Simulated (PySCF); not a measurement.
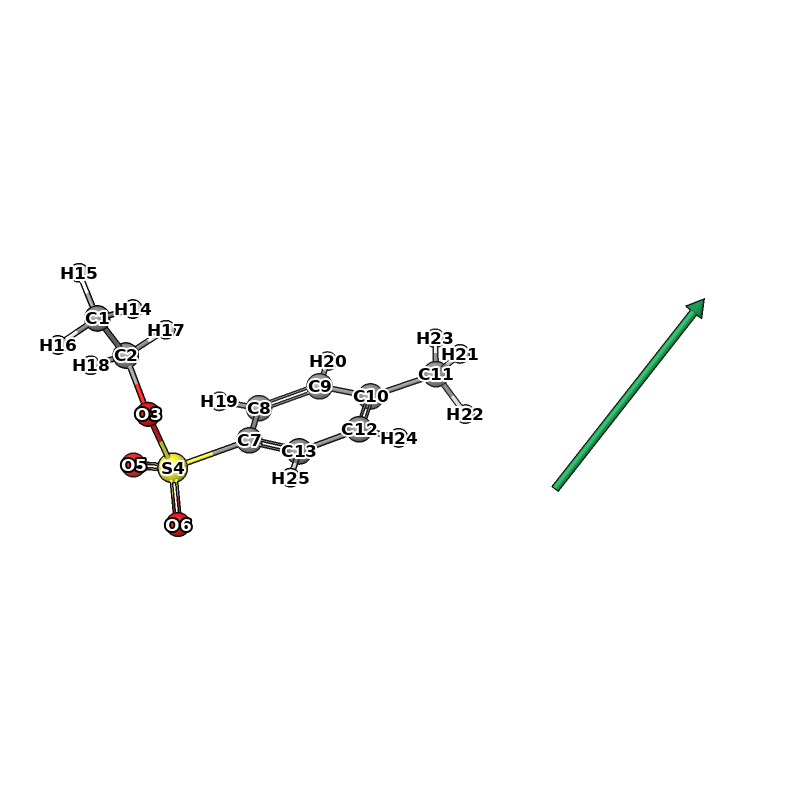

The arrow beside the molecule shows the direction of the dipole moment, from the negative to the positive end (its length means nothing). The computed structure is the end point of a PBE0-D3(BJ)/def2-SVP optimisation. No frequency run is at hand to confirm it as a minimum. Method: KT3/pcSseg-2, gas phase (PySCF 2.14.0).

Q: Estimate the dipole moment.

A: 5.56 D; it points from the side of O6 to the side of H21, H23 (the outermost atoms at the two ends).
